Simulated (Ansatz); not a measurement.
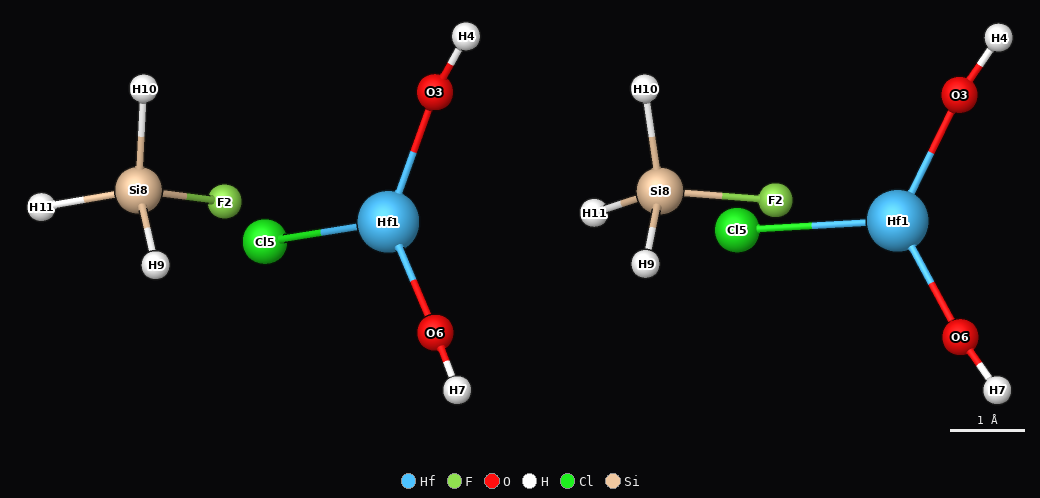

Two geometries of HfSiH$_{5}$O$_{2}$ClF (multiplicity 2), drawn at one scale. One is the start of a relaxation, the other its converged end. A ball-and-stick model, seen from a free direction.

The calculation used UKS PBE/def2-SVP (Ansatz 0.2.0). Settings: collinear spin; force threshold 0.03 eV/Å; at most 50 steps.

Question: Which one is relaxed?

Answer: The right one is the relaxed one. The run prepares an end point of a later path (reaction) calculation, from a guessed geometry. After 15 geometry steps the energy has fallen by 0.88 kcal/mol. Largest force component: 0.99 eV/Å at the start, 0.028 eV/Å at the end. The forces were under the threshold at step 3, but the run went on from there. The largest move after the best rigid fit is that of Cl5, 1.13 Å. By element the largest moves are Cl 1.13 Å, H 0.77 Å, F 0.64 Å, Hf 0.26 Å, O 0.15 Å, Si 0.12 Å. Near-neighbour distances that change, for instance: Hf1–F2 3.180 → 3.030 Å, F2–Si8 1.623 → 1.660 Å, Hf1–Cl5 2.384 → 2.394 Å. Among the angles between lasting bonds that change: Hf1–O3–H4 164.8° → 170.3°, Hf1–O6–H7 177.8° → 173.0°.

Limits of the set-up: the start holds two separate molecules, 3.2 Å apart at their closest, whose relative position is a soft coordinate and is computed without a dispersion correction.
